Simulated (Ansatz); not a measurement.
Electronic density of states of amorphous Hf18O41P2, density 8.28 g/cm³, on a 2×2×2 Γ-centred mesh with a Gaussian width of 0.1 eV; energies count from the Fermi level, whose place inside the gap is arbitrary. Cell and mesh are small, so fine structure isn't converged. The numbers are results of PBE, scalar-relativistic without spin-orbit coupling (plane waves to 420 eV, PAW; Ansatz, a quantum-chemistry and plane-wave program), not measurements. Sampling: a 2×2×2 Γ-centred mesh; Fermi-Dirac width 0.02 eV; no spin polarisation. At PBE the levels at the filled edge of the gap are localised (band-tail or defect states), and the nearest spread-out levels lie 4.2 eV apart at the zone centre.

Preparation: random packing, a CHGNet melt and quench, and a DFT relaxation. O atoms were pushed apart under 1.9 Å during the dynamics, to hinder bonds among them. The hot cell started wider than the set density and was brought back towards it in steps. It is the lowest in DFT energy of 2 quenches. It is a model cell: composition and starting density were chosen by hand, and all elements were melted together. No dispersion term was used. Its density started from a set value of 8.17 and ended at 8.28 g/cm³. The quench (nominally 450 K/ps over its main leg) was far faster than any real one, so the model tends to hold more defects than a real film. A cell of this size samples the disorder only roughly. Volume and shape were free in the relaxation. On a 2×2×2 Γ-centred mesh force components of up to 0.12 eV/Å stay, since the relaxation ran on the zone centre alone.

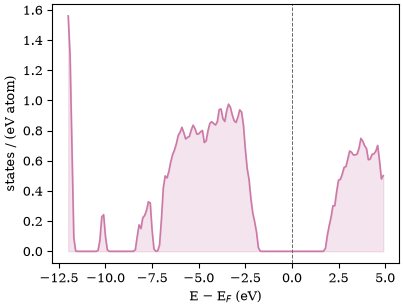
Figure: Density of states per atom

The level gap on this mesh is 3.83 eV; the broadening fills part of it in the curve.
